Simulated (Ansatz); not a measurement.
# MoPdPt in the AlB2 type: lattice stability ahead of a resistivity run, part 2 of 3

The plan: relax MoPdPt in the AlB2 type, check its phonons, and, if the lattice is stable, compute its Eliashberg function and ρ(T).

Ansatz 0.2.0; DFT PBE, scalar-relativistic, plane waves, PAW; PAW set soft_1.

So far. Step 2 (Rough relaxation): The largest force is now zero by symmetry and the largest stress component 0.052 GPa. Step 3 (Relaxing cell and atoms): The largest force is now zero by symmetry and the largest stress component 0.0031 GPa. The relaxed cell has a = 4.468, c = 2.679 Å (conventional setting).

The structure was built from a prototype and need not be the compound's stable phase.

## Step 4: Tight relaxation

No force is left; the cell is relaxed once more with another smearing and tight thresholds.

The input, input.yaml:

```yaml
crystal:
  lattice:
    - [4.4679713421, 0.0, 0.0]
    - [-2.2339856711, 3.8693766857, 0.0]
    - [0.0, 0.0, 2.6793716618]
  atoms:
    - { symbol: Mo, position: [0.0, 0.0, 0.0] }
    - { symbol: Pd, position: [0.3333333333, 0.6666666667, 0.5] }
    - { symbol: Pt, position: [0.6666666667, 0.3333333333, 0.5] }
kpoints:
  mp_grid: { grid: [9, 9, 12] }
hamiltonian:
  xc: pbe
  pseudopotentials: { kind: paw, azcp: { folder: soft_1 } }
scf:
  occupations: { method: methfessel_paxton, width: 0.2 }
output:
  forces: true
  stress: true
  eigenvalues: true
relax:
  adjacent_minimum: "off"
  f_tol: 0.001
  max_steps: 60
  cell: { stress_tol: 0.01 }
```

The run is started by

```bash
$ ansatz run input.yaml --threads 4 --pin off --max-ram 12288MiB --backend cpu --events-out ev --progress --plain --runs-dir out
```

Numbers of over 12 decimals in the logs are rounded to 6 here.

Log:

```text
[the first part of the log is left out]
  E_vxc        = -666.405544  (∫ρ·V_xc dr)
  E_paw        = -16505.382790  (= ΣΔE_a)
  E_vpaw       = -902.423445  (= ΣTr[D̂ρ^β])
  E_aug_tail   = 0.001358  (compensation charges beyond the density's cutoff)
  E_ewald      = -6982.820713
  E_smearing   = 0.002210  (= −TS)
  E_closure    = 0.000000  (closes the sum)
  Σ components = -24453.947936   (vs F -24453.947936, Δ=0.00e0)
[...]
--- Stress (GPa, compression-positive) ---
        0.000042      -0.000000       0.000000
       -0.000000       0.000042       0.000000
        0.000000       0.000000       0.000111
  P = ⅓ Tr σ = 0.0001 GPa (0.001 kbar)
--- Band table (eV; the first three rows and the last of 84) ---
[...]
--- Relaxed structure (5 steps of the walk, 4 accepted, 1 SCFs on fresh bases) ---
[...]
cell:  # Å, volume = 46.3144 Å³
    - [4.468101, 2.8868303075495087e-11, 0]
    - [-2.234051, 3.869489, 0]
    - [0, 0, 2.678794]
  atoms:
    - { symbol: Mo, position: [0, 0, 0] }
    - { symbol: Pd, position: [0.333333, 0.666667, 0.5] }
    - { symbol: Pt, position: [0.666667, 0.333333, 0.5] }
```

It took 14 s on 4 threads of Arm Neoverse V2, shared host; peak memory 0.48 GiB.

Little changed from the start: no atom moved by 0.005 Å and no cell edge by 0.1 %.

Numbers from this step:

```yaml
pressure: 6.51e-5 GPa
```

The largest force is now zero by symmetry and the largest stress component 1.1e-4 GPa, small enough for phonons.

## Step 5: Phonons by linear response: q 2×2×2, k 4×4×6

Couplings are defined for a stable lattice alone, so phonons come first.

The input, input.yaml:

```yaml
crystal:
  lattice:
    - [4.4681011203, 0.0, 0.0]
    - [-2.2340505602, 3.8694890768, 0.0]
    - [0.0, 0.0, 2.6787944798]
  atoms:
    - { symbol: Mo, position: [0.0, 0.0, 0.0] }
    - { symbol: Pd, position: [0.3333333333, 0.6666666667, 0.5] }
    - { symbol: Pt, position: [0.6666666667, 0.3333333333, 0.5] }
kpoints:
  mp_grid: { grid: [4, 4, 6] }
hamiltonian:
  xc: pbe
  pseudopotentials: { kind: paw, azcp: { folder: soft_1 } }
scf:
  occupations: { method: methfessel_paxton, width: 0.2 }
output:
  eigenvalues: true
phonons:
  method: dfpt
  qmesh: [2, 2, 2]
  temperatures: { t_max: 1000, t_step: 50 }
  qpath:
    path:
      - [[0.0, 0.0, 0.0], [0.5, 0.0, 0.0], [0.33333333, 0.33333333, 0.0], [0.0, 0.0, 0.0], [0.0, 0.0, 0.5], [0.5, 0.0, 0.5], [0.33333333, 0.33333333, 0.5], [0.0, 0.0, 0.5]]
      - [[0.5, 0.0, 0.5], [0.5, 0.0, 0.0]]
      - [[0.33333333, 0.33333333, 0.5], [0.33333333, 0.33333333, 0.0]]
    npoints: 10
```

Log:

```text
Warning: phonons: the dynamical matrix that this run interpolates holds no multipole term above the dipole-dipole one, and a site of this crystal is no centre of inversion, so its interpolated transverse optical and acoustic branches and sound speeds can stay off near Gamma, and the density of states and the thermodynamics with them. What a run solves at a wave vector of phonons.qpoints, Gamma apart, where the deck admits one, is free of this, and under fd what a larger phonons.supercell samples
[...]
Crystal: 3 atoms, lattice volume = 46.314 Å³
Basis set: ecut = 420 eV, 927 PW (Γ), exchange–correlation on 60×60×36 points (8 copies of the dense FFT grid, shifted against one another)
Bands: 30, of which v1, the nominal top of the filled ones, is band 25 counted from 1 (24 counted from 0)
Symmetry: 12 space group operations
k-points: 16 of 96 (time reversal used)
[...]
SCF iter   1: F=—  HF=-24457.709105 eV  |F-HF|=—  |Δ(HF+E_count)|=         —  Δρ=1.99e-1  dr2=2.78e1  ethr=3.10e-3  ⟨swp⟩=4.3  Hψ=1579  notcnv=0
[...]
SCF iter  11: F=-24454.002787 eV  HF=-24454.002787 eV  |F-HF|=3.64e-12  |Δ(HF+E_count)|=  1.09e-11  S|Δr|=    0.00e0  Δρ=4.46e-8  dr2=5.29e-13  ethr=1.00e-12  ⟨swp⟩=6.8  Hψ=2172  notcnv=0
SCF 1 converged in 11 iterations: F = -24454.002787 eV  dr2 = 5.29e-13
[...]
SCF iter   1: F=—  HF=-24454.002778 eV  |F-HF|=—  |Δ(HF+E_count)|=         —  Δρ=5.16e-7  dr2=1.49e-10  ethr=2.22e-8  ⟨swp⟩=3.0  Hψ=2885  notcnv=0
eigensolver tolerance schedule: the retry pair's looser diagonalisation over-reported the residual by 74268.01 of it (diagonalisation noise at 1.13 of the residual, at the tolerance the schedule requests for it); recorded, not acted on — ethr = c·dr2/N_el stays at c = 1.0e-1
[...]
SCF iter   2: F=—  HF=-24454.002787 eV  |F-HF|=—  |Δ(HF+E_count)|=   9.30e-6  S|Δr|=    0.00e0  Δρ=3.29e-7  dr2=5.24e-11  ethr=1.00e-12  ⟨swp⟩=3.1  Hψ=1130  notcnv=0
[...]
SCF iter   4: F=-24454.002787 eV  HF=-24454.002787 eV  |F-HF|=1.09e-11  |Δ(HF+E_count)|=  3.64e-12  S|Δr|=    0.00e0  Δρ=9.57e-8  dr2=4.95e-12  ethr=1.00e-12  ⟨swp⟩=2.3  Hψ=979  notcnv=0
SCF 2 converged in 4 iterations: F = -24454.002787 eV  dr2 = 4.95e-12
phonons: the bands overlap, so this run is a metal and interpolates without the dipole-dipole term. If the crystal is really an insulator or semiconductor, its LO-TO splitting is missing
NSCF: frozen V_eff on 16 k-points
WARN: eigensolver did not converge (k=3): 1 band(s) unlocked after 20 sweeps at ethr=1.19e-12 eV (storage-precision floor; scheduled 1.00e-12 eV) (lowest unlocked band 29, counted from 0; max residual 3.58e-6 eV among the unlocked bands, 3.58e-6 eV over every band; other slots of this pass that fall short are told together in one closing line; warning suppressed until the next SCF loop or pass starts)
[...]
DFPT response loops at q = (0, 0, 0) (fractional): preconditioner auto → Kerker (q_TF=auto, 2.763 Å⁻¹) (partly filled bands, converged f_vac=0.000); β = 1.00, the filter's whole step (`scf.mixing.beta` (0.50) is not read by the response loops under this deck's `scf.mixing.preconditioner`; to damp them name `kerker` or `kerker_dos`, under which they read `scf.mixing.beta`, and type it under 1.00, their step now; both keys bind the ground state too); Broyden in place of MSR1
[...]
SCF converged after 11 iterations
Stability not checked: this state was not tested for a lower state beside it, because cold or Methfessel-Paxton smearing, or corrected tetrahedra, fill the levels in a way that the test cannot read (fill_not_monotonic; see scf.lower_state_search)
Free energy (F): -24454.002787 eV
[...]
Internal energy: -24454.001670 eV  (E = F + TS)
E sigma→0 (E₀):  -24454.002508 eV
Entropy (-TS):   -0.001117 eV (-0.372 meV/atom)
Fermi energy:    20.830286 eV
[...]
--- Band table (eV; the first three rows and the last of 16) ---
  k-point 0: bands = [... 21 lower, 18.8026, 19.3011, 19.3011, 19.7584, 19.7584, 23.2803, 23.2803, 27.5205, ... 1 higher]
  k-point 1: bands = [... 21 lower, 19.2496, 19.2496, 19.5663, 20.6954, 20.6954, 22.7164, 22.7164, 27.6316, ... 1 higher]
  k-point 2: bands = [... 21 lower, 18.4461, 19.9669, 22.0097, 22.0097, 22.1681, 22.1681, 22.2355, 27.4368, ... 1 higher]
  k-point 15: bands = [... 21 lower, 20.5703, 20.5902, 20.8185, 20.8848, 21.8302, 23.4240, 23.8967, 25.1214, ... 1 higher]
--- Phonons (Γ-DFPT): 6 representative perturbations + reference (Σ response iterations 18) ---
  ASR residual: 2.364e-5 → 0.000e0 eV/Å²; symmetrization residual: 3.493e-5 eV/Å²
  ASR residual per site (eV/Å²): 6.21e-6 2.36e-5 1.89e-5
  Γ frequencies (cm⁻¹): 0.00 0.00 0.00 37.29 108.63 108.63 140.51 230.38 230.38
--- Phonons (arbitrary-q DFPT): 4 irreducible q on the 2×2×2 mesh ---
  q = [0.0000, 0.0000, 0.0000] (star 1, of the zone-centre solve; hermiticity 4.87e-6, symmetrization 2.54e-10): -0.00 -0.00 -0.00 37.29 108.63 108.63 140.51 230.38 230.38
  q = [0.0000, 0.0000, -0.5000] (star 1, 6 solved perturbations in 132 linear systems a pass and spin channel, the states on 28 of 96 k-point pairs; hermiticity 1.58e-6, symmetrization 7.15e-10): -65.46 74.75 74.75 112.07 112.07 182.76 220.98 228.79 228.79
  q = [0.0000, -0.5000, 0.0000] (star 3, 9 solved perturbations on 28 of 96 k-point pairs; hermiticity 3.74e-6, symmetrization 3.05e-10): -3.22 55.17 60.80 97.52 109.60 119.90 147.46 215.47 237.78
[...]
sum rule: each row above includes the acoustic sum rule's correction from the zone centre's row sums; it moved no ω² by more than (0.25 cm⁻¹)²
  mesh force constants: q→R imaginary residual 1.74e-17; ASR residual 2.364e-5 → 0.000e0 eV/Å²; symmetrization residual 1.599e-14 eV/Å²
  interpolated dispersion: 93 rows × 9 modes
  density of states and harmonic sums: on the 16×16×24 q-mesh, interpolated from the force constants of a 2×2×2 supercell (no non-analytic term)
  largest difference from the sums on the solved wave vectors: F 1.72e-1 eV, S 2.45e-4 and C_V 7.29e-5 eV/K
  zero-point energy: 0.075471 eV/cell   skipped modes (ω ≤ 0): 23, of them read as no rigid motion or as one in doubt: 20 (2.832e-2 modes/cell left out, lowest -65.46 cm⁻¹)   left out of the sums: 3.20e-3 of the cell's modes: C_V's classical limit lies that fraction below 3 k_B per atom; for a crystal, a wire or a layer, F and S can be off by more, and a phonons.interpolated_qmesh denser along its periods is the remedy for the sampling
```

Elapsed: 27 s, on 4 threads; peak memory 0.54 GiB.

Numbers from this step:

* share of imaginary modes in the plain interpolation between solved wavevectors: 0.003
* highest frequency, solved or plainly interpolated: 245.6 cm⁻¹

Solved on the 2×2×2 mesh alone; all other wavevectors are interpolated. Phonon branches along the path, in cm⁻¹:

| point | branch 1 | branch 2 | branch 3 | branch 4 | branch 5 | branch 6 | branch 7 | branch 8 | branch 9 |
| --- | --- | --- | --- | --- | --- | --- | --- | --- | --- |
| Γ | 0 | 0 | 0 | 37 | 109 | 109 | 140 | 230 | 230 |
| M | -3 | 55 | 61 | 98 | 110 | 120 | 148 | 216 | 238 |
| K | 16 | 48 | 49 | 94 | 123 | 123 | 156 | 203 | 244 |
| Γ | 0 | 0 | 0 | 37 | 109 | 109 | 140 | 230 | 230 |
| A | -66 | 75 | 75 | 112 | 112 | 183 | 221 | 229 | 229 |
| L | 30 | 102 | 103 | 127 | 135 | 191 | 215 | 228 | 240 |
| H | 30 | 113 | 114 | 115 | 148 | 198 | 199 | 226 | 246 |
| A | -66 | 75 | 75 | 112 | 112 | 183 | 221 | 229 | 229 |
| jump to L | 30 | 102 | 103 | 127 | 135 | 191 | 215 | 228 | 240 |
| M | -3 | 55 | 61 | 98 | 110 | 120 | 148 | 216 | 238 |
| jump to H | 30 | 113 | 114 | 115 | 148 | 198 | 199 | 226 | 246 |
| K | 16 | 48 | 49 | 94 | 123 | 123 | 156 | 203 | 244 |

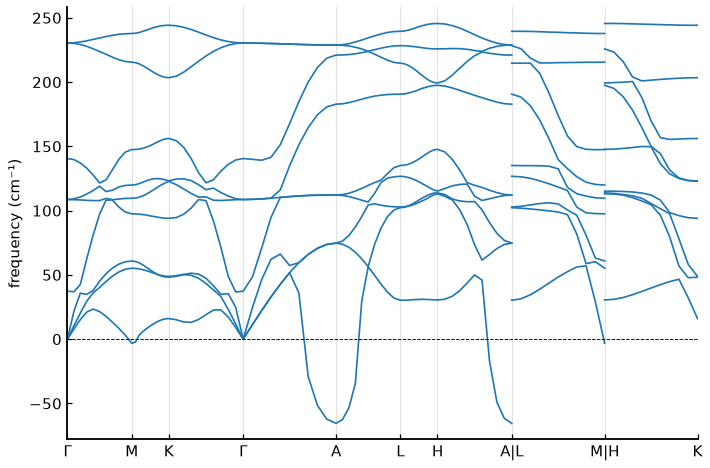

Phonon branches along the path.

Lowest modes at the softest wavevector of the mesh. The modes at q = (0.000, 0.000, 0.500) (shares of kinetic energy by element, %) (negative means imaginary):

| mode | frequency (cm⁻¹) | Mo % | Pd % | Pt % |
| --- | --- | --- | --- | --- |
| 1 | -65.5 | 100 | 0 | 0 |
| 2 | 74.7 | 0 | 30 | 70 |
| 3 | 74.7 | 0 | 30 | 70 |
| 4 | 112.1 | 100 | 0 | 0 |
| 5 | 112.1 | 100 | 0 | 0 |
| 6 | 182.8 | 0 | 0 | 100 |

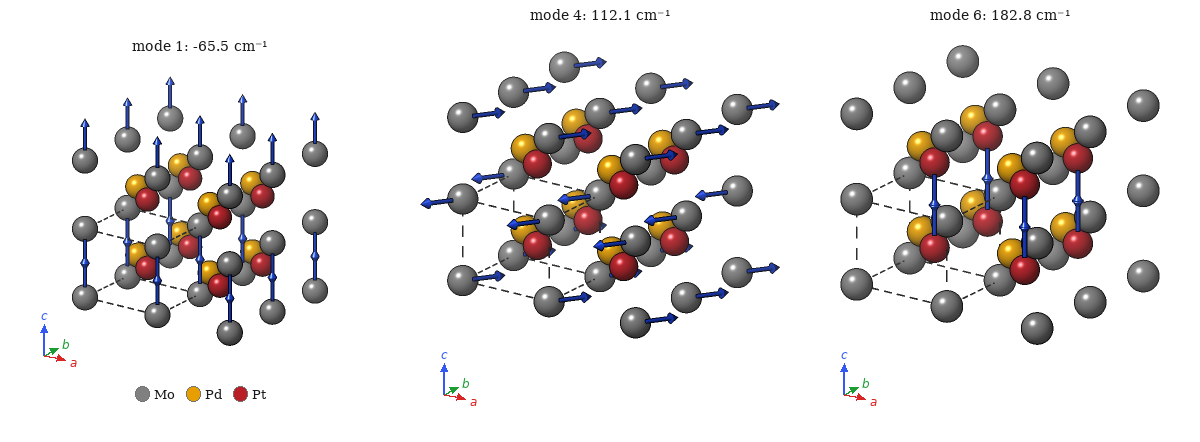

Displacement patterns of modes 1, 4 and 6 at q = (0.000, 0.000, 0.500); arrows are exaggerated. 2×2×2 cells are drawn. Some periodic images of atoms are drawn too.

Among the solved wavevectors the lowest mode, translations apart, is -65.5 cm⁻¹, imaginary.

[end of part 2 of 3]

[Logs are printed without paths, hosts, clocks, repeated set-up lines and the standing remarks that a program may print on its own settings, such as how far it seeks lower states.]

[Hosts, paths, dates, database ids (printed as entryN), source tags and the programs' standing remarks are cut or masked in the printed files.]
